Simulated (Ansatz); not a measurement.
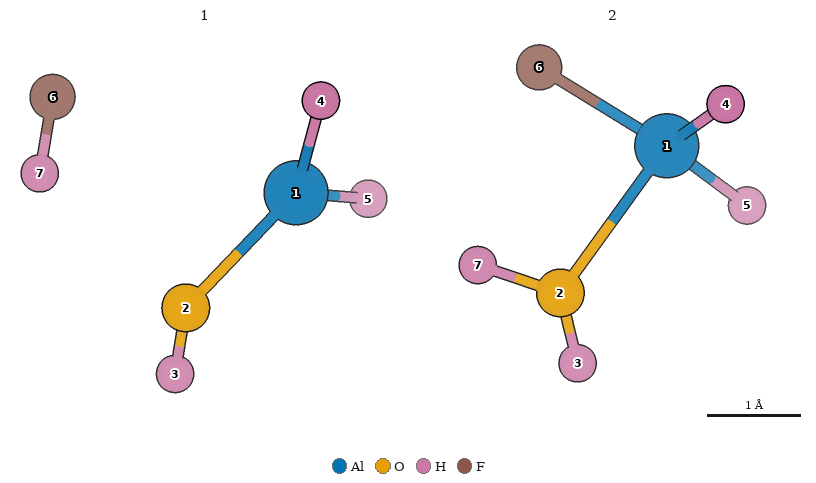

Two geometries of AlH₄OF, drawn at one scale. One is the start of a relaxation, the other its converged end. A ball-and-stick model, seen at a tilt.

Level of theory: RKS PBE0-D4/def2-mTZVP in Ansatz. (no spin polarisation; force threshold 0.03 eV/Å; at most 50 steps)

> Which of the two is the end point?

Structure 2 is the relaxed one. The run prepares an end point of a later path (reaction) calculation, from a guessed geometry. The largest move after the best rigid fit is that of H7, 1.06 Å. By element the largest moves are H 1.06 Å, F 0.91 Å, Al 0.67 Å, O 0.40 Å. Near-neighbour distances that change, for instance: F6–H7 0.929 → 2.340 Å, O2–H7 2.202 → 0.970 Å, Al1–F6 2.884 → 1.688 Å, Al1–O2 1.757 → 2.011 Å. New bonds form, among them: Al1–F6 (2.88 → 1.69 Å), O2–H7 (2.20 → 0.97 Å). Bonds break, among them: F6–H7 (0.93 → 2.34 Å). Among the angles between lasting bonds that change: O2–Al1–H5 118.3° → 98.6°, O2–Al1–H4 114.7° → 105.5°, Al1–O2–H3 118.8° → 112.7°. After 16 accepted moves (18 points after the start) the energy has fallen by 120.7 kJ/mol. Largest force component: 0.73 eV/Å at the start, 0.012 eV/Å at the end. The line search rejected the trial steps at points 11, 13 of the run.

Limits of the set-up: the start holds two separate molecules, 2.2 Å apart at their closest, whose relative position is a soft coordinate.
